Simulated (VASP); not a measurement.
Band structure of TiB (relaxed from the NiAs type structure, space group P6_3/mmc). Level of theory: PBE GGA, VASP's PBE PAW potentials (set 64) (plane waves; VASP).

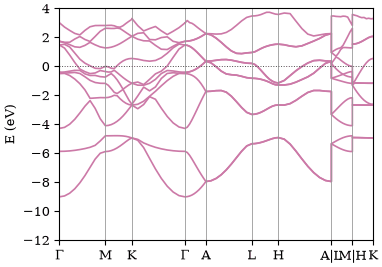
Fig. 1. Bands along high-symmetry lines, zero at the valence-band maximum or, without a gap, the Fermi level

Task: Read the plot: is there a gap, and where are the band edges?

Result: It has no gap at this level: it comes out as a metal or semimetal. (Edges off the drawn lines would not show.)

The structure was generated: TiB was put into the NiAs type type (P6_3/mmc), which need not be its known phase. It was relaxed first, which changed the volume by -31 %.
